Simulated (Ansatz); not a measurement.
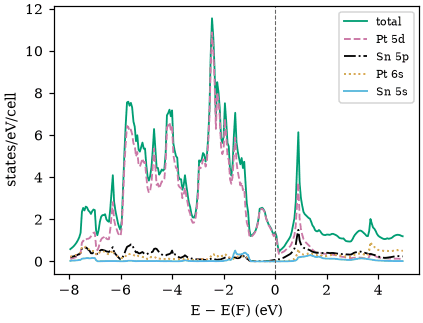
Figure. Total and projected density of states of SnPt3 (Cu3Au type, Pm-3m), plane-wave PAW LDA (Ansatz code)

### Question
Which orbitals carry the states next to the Fermi level?

### Answer
Within 0.5 eV of the Fermi level: Pt 5d 91 %, Sn 5p 7 %. Projections are on Löwdin-orthogonalised atomic valence shells; empty p or d shells of many metals are not among them.

### Question
Where is the tallest occupied peak in this window, and what makes it?

### Answer
Near -2.4 eV, about 12 states/eV per cell; the largest projected share is Pt 5d.

The first step of the workflow began from a Materials Project structure, measured or hypothetical; the Crystallography Open Database files this formula in space group No. 221, but the cells were not matched. Whether it is the stable phase at ambient conditions was not checked. Symmetry was held in the LDA relaxation; of distortions, only those at the zone centre were tested. No spin polarisation was allowed. Spin–orbit coupling is left out wherever it is not named.

Potentials: the later of the program's two PAW sets.
